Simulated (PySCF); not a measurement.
**MP2/STO-6G run of H2O3 (trioxidane)**

What is the vertical ionisation energy of H2O3 (trioxidane) at MP2/STO-6G? The job is set up through a Python script.

The results are computed with PySCF 2.14.0.

5 further runs of the same task are left out: 1 that didn't finish, 4 set aside as unsound or not needed.

## Step 1: The system as given

H2O3 has 5 atoms, charge 0, and is taken as a singlet. SMILES: `OOO`. The coordinates come from a GFN2-xTB relaxation. This is a higher conformer, about 11 kJ/mol above the lowest found by a separate search.

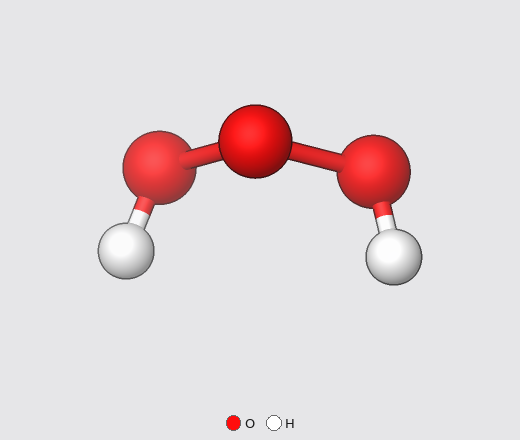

The structure, seen from a chosen angle (oxygen red, hydrogen white).

## Step 2: The energy at MP2/STO-6G

The input, job.py:

```python
from pyscf import gto, scf, mp

system = gto.Mole()
system.atom = [
    ('O', (-0.984020, -0.692710, -0.137760)),
    ('O', (-0.127030, -0.049090, 0.747210)),
    ('O', (1.176430, -0.056790, 0.262120)),
    ('H', (-1.378730, -0.001520, -0.695970)),
    ('H', (1.313340, 0.800110, -0.175600)),
]
system.basis = 'sto-6g'
system.verbose = 3
system.max_memory = 1860
system.build()

mf = scf.RHF(system)
mf.conv_tol = 1e-10
mf.kernel()
if not mf.converged:
    mf = mf.newton().run(mf.mo_coeff, mf.mo_occ)

pt = mp.MP2(mf, frozen=3).run()
etot = pt.e_tot
print(f'total energy: {etot:.8f} hartree')
```

Command:

```bash
$ OMP_NUM_THREADS=1 python job.py
```

The log of the run:

```text
converged SCF energy = -224.702576945237
E(RMP2) = -224.818478695571  E_corr = -0.115901750333768
E(SCS-RMP2) = -224.831764495487  E_corr = -0.129187550250207
total energy: -224.81847870 hartree
```

Run time: 0.97 s. Hardware: 1 thread of Arm Neoverse V1, shared host; peak memory 0.12 GiB.

## Step 3: The doublet cation

The input, job.py:

```python
from pyscf import gto, scf, mp

mol = gto.M(
    atom='''
O     -1.859528    -1.309032    -0.260329
O     -0.240052    -0.092767     1.412022
O      2.223131    -0.107318     0.495335
H     -2.605422    -0.002872    -1.315193
H      2.481853     1.511989    -0.331836
''',
    basis='sto-6g',
    verbose=4,
    unit='bohr',
    spin=1,
    charge=1,
    max_memory=1860,
)

mf = scf.UHF(mol)
mf.conv_tol = 1e-10
mf.kernel()
if not mf.converged:
    mf = mf.newton().run(mf.mo_coeff, mf.mo_occ)

pt = mp.MP2(mf, frozen=3).run()
etot = pt.e_tot
print(f'total energy: {etot:.8f} hartree')
```

Command:

```bash
$ OMP_NUM_THREADS=1 python job.py
```

The log of the run:

```text
PySCF version 2.14.0

[... 113 lines left out ...]
converged SCF energy = -224.403156738718  <S^2> = 0.78285496  2S+1 = 2.0325894
[... 1 line left out ...]
******** <class 'pyscf.mp.ump2.UMP2'> ********
nocc = (np.int64(10), np.int64(9)), nmo = (14, 14)
frozen orbitals 3
E(UMP2) = -224.519153391616  E_corr = -0.115996652898208
E(SCS-UMP2) = -224.5281258126  E_corr = -0.124969073882725
E_corr(same-spin) = -0.0164156649174514
E_corr(oppo-spin) = -0.0995809879807565
total energy: -224.51915339 hartree
```

It took 0.99 s on 1 thread of Arm Neoverse V1, shared host; peak memory 0.12 GiB.

## Step 4: Outcome

Level: MP2/STO-6G, 3 core orbitals frozen.

```
                                                                  quantity          value
                                                singlet H2O3: total energy  -224.81848 Eh
                        singlet H2O3: dipole moment (Hartree–Fock density)         2.95 D
                         singlet H2O3: HOMO energy (Hartree–Fock orbitals)      -10.15 eV
                         singlet H2O3: LUMO energy (Hartree–Fock orbitals)       11.48 eV
                       singlet H2O3: HOMO–LUMO gap (Hartree–Fock orbitals)       21.64 eV
                 singlet H2O3: correlation energy (3 core orbitals frozen)     -115.9 mEh
                                              doublet cation: total energy  -224.51915 Eh
doublet cation: HOMO energy (Hartree–Fock orbitals) (highest over α and β)      -21.37 eV
 doublet cation: LUMO energy (Hartree–Fock orbitals) (lowest over α and β)       -5.25 eV
               doublet cation: correlation energy (3 core orbitals frozen)     -116.0 mEh
                         doublet cation: ⟨S²⟩ of the reference determinant          0.783
                        vertical ionisation energy (to the doublet cation)       8.145 eV
```

**Reading.** Removing an electron at fixed nuclei costs 8.15 eV (786 kJ/mol). In a minimal basis such a difference can be off by several eV, whatever the method. Mulliken charges (doublet cation) of the mean-field density run from -0.03 on O3 to +0.36 on H4; they depend strongly on the basis.
